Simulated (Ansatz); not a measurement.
## Run report: WH₆BrClO, frequency calculation

- system: WH₆BrClO
- method: RKS PBE0-D4/def2-SVP (Ansatz 0.2.0)

It belongs to a series of runs on one base structure; here: vibrations at the highest image of the band.

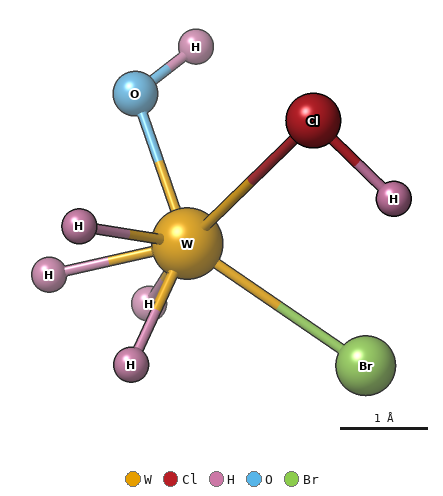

**Figure 1.** The input geometry (ball-and-stick view, seen at a tilt). Sticks mark near contacts.

**Input**
```yaml
crystal:
  periodic: [false, false, false]
  atoms:
    - { symbol: W, position_ang: [0.055853, 0.39348, 0.145691] }
    - { symbol: Cl, position_ang: [0.342525, -0.105608, 2.979406] }
    - { symbol: H, position_ang: [1.352041, -0.357079, -0.634298] }
    - { symbol: H, position_ang: [-0.22912, 1.14198, -1.330263] }
    - { symbol: O, position_ang: [-1.802168, 0.087396, 0.437378] }
    - { symbol: H, position_ang: [-2.237772, 0.793877, 0.940712] }
    - { symbol: H, position_ang: [0.066254, -1.273011, 0.111061] }
    - { symbol: H, position_ang: [-0.254887, -0.541086, -1.178937] }
    - { symbol: Br, position_ang: [1.879307, 2.004514, 0.691851] }
    - { symbol: H, position_ang: [1.277166, 0.798438, 2.957299] }
basis:
  gaussian: { orbitals: def2-SVP }
hamiltonian:
  xc: pbe0
  dispersion: d4
phonons: {}
```

Run as:
```bash
ansatz run input.yaml --threads 4 --pin off --max-ram 5120MiB --backend cpu --events-out ev --progress --plain --runs-dir out
```

**What the program printed**
```
Engine: ansatz 0.2.0, aarch64-unknown-linux-gnu
Functional definition: PBE0
  parameter a = 0.25
  parameter kappa = 0.804
  parameter beta = 0.06672455060314922
  exchange = (1 - a)*pbe_x(kappa = kappa, mu = beta*pi^2/3) + a*exact_x
  correlation = pbe_c(beta = beta)
1326 factors; integrals over basis functions are off by at most 3.5e-4 eV
mean field evaluation 1: about -86505.6788 eV, gradient 5.1e1 eV
mean field evaluation 2: about -86476.2529 eV, gradient 1.3e2 eV
mean field evaluation 4: about -86510.5421 eV, gradient 8.7e0 eV
mean field evaluation 8: about -86510.7899 eV, gradient 6.7e-1 eV
mean field evaluation 16: about -86510.7913 eV, gradient 1.4e-4 eV
mean field -86510.79125355 eV, -3179.2129394474 hartree, gradient 5.6e-5 eV, S^2 0.000000; 0 other end points of the search recorded, 0 dependent functions left out
the calculation of the forces begins
reference -86510.79129930 eV, -3179.2129411290 hartree; 40, 40 occupied and 86, 86 virtual orbitals, 1326 factors
these checks for a lower state are left out or cut short: stability, starts, cluster_reference, orbital_swaps, neighbouring_geometries, increment
1326 factors; integrals over basis functions are off by at most 3.5e-4 eV
mean field -86510.79113150 eV, -3179.2129349623 hartree, gradient 2.0e-6 eV, S^2 0.000000; 0 other end points of the search recorded, 0 dependent functions left out
[... from here on the field's lines of each further geometry are left out, up to the last ...]
the calculation of the forces begins
reference -86510.79130855 eV, -3179.2129414686 hartree; 40, 40 occupied and 86, 86 virtual orbitals, 1326 factors
these checks for a lower state are left out or cut short: stability, starts, cluster_reference, orbital_swaps, neighbouring_geometries, increment
1326 factors; integrals over basis functions are off by at most 3.5e-4 eV
mean field -86510.79124132 eV, -3179.2129389982 hartree, gradient 2.8e-6 eV, S^2 0.000000; 0 other end points of the search recorded, 0 dependent functions left out
the calculation of the forces begins
reference -86510.79128708 eV, -3179.2129406797 hartree; 40, 40 occupied and 86, 86 virtual orbitals, 1326 factors
WARN: phonons: modes at or below zero, which the zero-point energy, F, S and C_V leave out: 1, the lowest at -408.66 cm⁻¹. A minimum has none, and a first-order saddle one
Total energy: -86511.03166087 eV, -3179.2217742536 hartree
Atom 0 at     0.055853     0.393480     0.145691 Å, force     0.008063    -0.019105    -0.002746 eV/Å
Atom 1 at     0.342525    -0.105608     2.979406 Å, force    -0.003945     0.001764    -0.000717 eV/Å
Atom 2 at     1.352041    -0.357079    -0.634298 Å, force    -0.004794     0.002756     0.000281 eV/Å
Atom 3 at    -0.229120     1.141980    -1.330263 Å, force    -0.002106     0.001446     0.000963 eV/Å
Atom 4 at    -1.802168     0.087396     0.437378 Å, force    -0.003291     0.015730     0.009483 eV/Å
Atom 5 at    -2.237772     0.793877     0.940712 Å, force    -0.003127    -0.016942    -0.007408 eV/Å
Atom 6 at     0.066254    -1.273011     0.111061 Å, force     0.000425     0.005504    -0.001982 eV/Å
Atom 7 at    -0.254887    -0.541086    -1.178937 Å, force     0.000471     0.005858     0.000921 eV/Å
Atom 8 at     1.879307     2.004514     0.691851 Å, force     0.006200    -0.002905     0.000773 eV/Å
Atom 9 at     1.277166     0.798438     2.957299 Å, force     0.002103     0.005894     0.000432 eV/Å
Dipole moment:    -0.237842     0.235424     0.718187 e Å
Vibrations: -408.66 68.85 93.63 119.39 150.11 232.22 260.32 284.63 381.72 546.73 593.26 667.26 671.22 719.75 840.39 915.46 1028.24 1146.08 2054.48 2118.87 2122.16 2184.54 2843.74 3802.03 cm⁻¹, zero-point energy 1.478206 eV
```

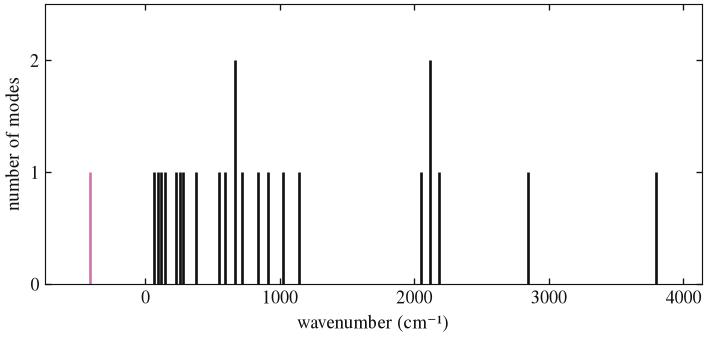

**Figure 2.** Harmonic vibrational wavenumbers from the force constants; neighbouring modes closer than 19 cm⁻¹ are counted in one stick, and imaginary ones are drawn at negative wavenumbers. 24 modes from 409i to 3802 cm⁻¹, 1 imaginary beyond 8i (409i cm⁻¹): a first-order saddle point, if the geometry is stationary.

**Key numbers**

- outcome: converged
- total energy: −86511.0317 eV
- mean-field energy: −86510.7913 eV
- largest force (length of the vector): 0.021 eV/Å
- hardware: 4 threads of Arm Neoverse V1, 24 GiB of memory available, shared host
- wall time: 2.1 min (CPU time 7.9 min)
- peak memory: 0.35 GiB
